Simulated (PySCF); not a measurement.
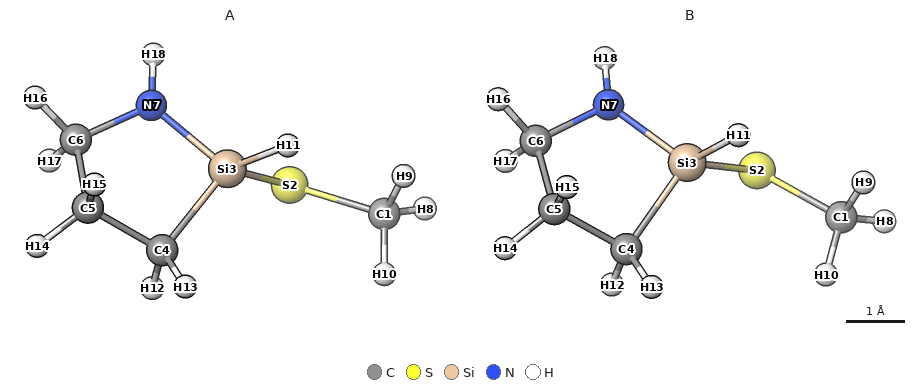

Two geometries of C4H11NSSi, drawn at one scale. One is the start of a relaxation, the other its converged end. A ball-and-stick model, seen at a tilt.

Level of theory: PBE0-D3(BJ)/def2-SVP geometry optimisation, gas phase (PySCF 2.14.0, density-fitted response routines). 

Q: Which of the two is the end point?

A: Structure A is the relaxed one. The start comes from GFN2-xTB. After 7 geometry steps the energy has fallen by 0.110 eV. The largest force component goes from 0.56 to 0.016 eV/Å. The largest move after the best rigid fit is that of H10, 0.33 Å. By element the largest moves are H 0.33 Å, S 0.28 Å, C 0.15 Å, Si 0.13 Å, N 0.09 Å. Near-neighbour distances that change, for instance: Si3–H11 1.469 → 1.501 Å, Si3–N7 1.704 → 1.726 Å, C1–H10 1.085 → 1.099 Å, C1–H8 1.085 → 1.098 Å. Among the angles between lasting bonds that change: Si3–C4–H12 111.5° → 107.6°, N7–Si3–H11 112.9° → 116.5°, C1–S2–Si3 98.8° → 101.2°.
